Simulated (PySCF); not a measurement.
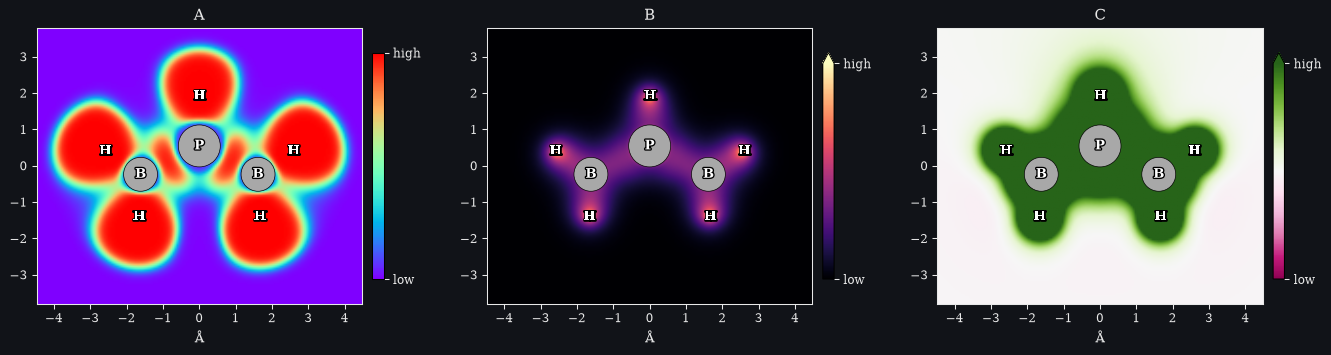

B2H5P: 3 fields on the molecular plane, with unlabelled colour scales. Grey discs cover the atomic cores.

Geometry: GFN2-xTB.

The calculation used PBE0/pcSseg-1, SCF density, gas phase, non-relativistic (PySCF).

| atom | x (Å) | y (Å) | z (Å) |
| --- | --- | --- | --- |
| B | 1.5175 | 0.2982 | 0.5456 |
| P | 0.0860 | -0.4976 | -0.1890 |
| B | -1.5866 | 0.1358 | -0.3423 |
| H | 2.5516 | -0.2440 | 0.5871 |
| H | 1.3863 | 1.3781 | 0.9780 |
| H | 0.2915 | -1.7669 | -0.6767 |
| H | -2.4293 | -0.5051 | -0.8359 |
| H | -1.8079 | 1.2110 | 0.0641 |

Match the panels to the quantities (electron density, electron localisation function and electrostatic potential).

Answer. Panel A: electron localisation function. Panel B: electron density. Panel C: electrostatic potential (strongly positive close to the atoms and fading to about zero outside). From the grid: B–P (1.79 Å): ρ is about 1.1 e/Å³ halfway; the ELF peaks at about 0.95 between the atoms: localised, covalent bonding. B–H (1.17 Å): ρ at the midpoint is about 1.3 e/Å³; the ELF climbs to about 1 towards the hydrogen, as it does in any bond to H (a covalent bond by its length).
